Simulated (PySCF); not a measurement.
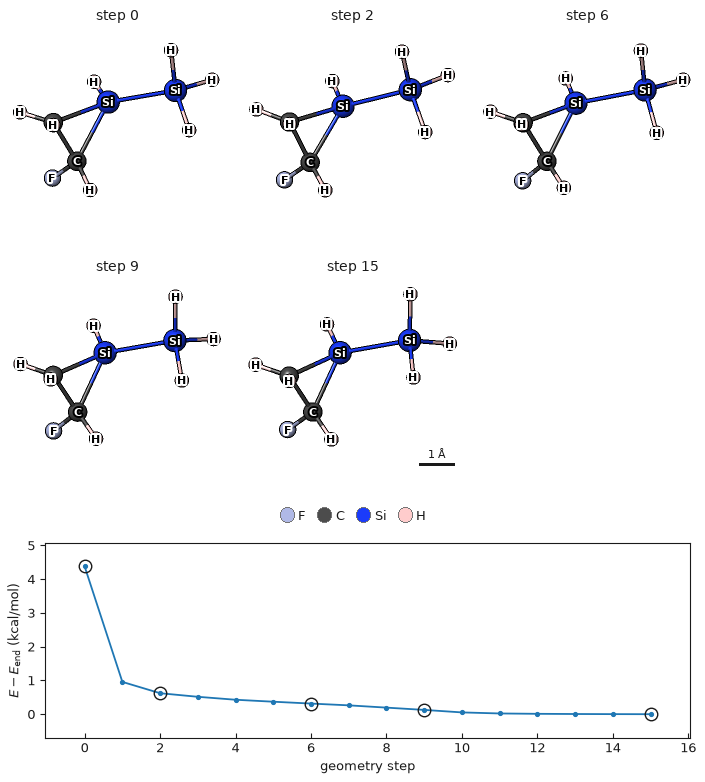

Frames of a relaxation of C$_{2}$H$_{7}$FSi$_{2}$, marked on the history of the run. The picture is a ball-and-stick view, seen from a free direction.

The start comes from GFN2-xTB. Its atoms were then displaced at random by about 0.01 Å.

These are results of PBE0-D3(BJ)/def2-SVP geometry optimisation, gas phase (PySCF), not measurements. 

Question: What happens along the run?

Answer: The atom that moves furthest after the best rigid fit is an H atom (0.39 Å). By element the largest moves are H 0.39 Å, Si 0.09 Å, C 0.09 Å, F 0.06 Å. Some distances before and after: C–Si 1.946 → 1.891 Å, H–Si 1.455 → 1.496 Å, Si–Si 2.284 → 2.321 Å, H–Si 1.476 → 1.495 Å. Bond angles that change, for instance: C–Si–H 108.0° → 115.9°, Si–Si–H 128.1° → 121.1°, Si–Si–H 113.1° → 106.7°. Groups turn about Si–Si by about 20°. Over 15 geometry steps the energy falls by 4.38 kcal/mol. Cost: 68 s on 1 thread of Arm Neoverse V2, with other jobs on the host. From step 0 to 2: an H atom moves most (0.14 Å), energy −3.76 kcal/mol. From step 2 to 6: an H atom moves most (0.14 Å), energy −0.31 kcal/mol. From step 6 to 9: an H atom moves most (0.25 Å), energy −0.19 kcal/mol. From step 9 to 15: an H atom moves most (0.17 Å), energy −0.13 kcal/mol.
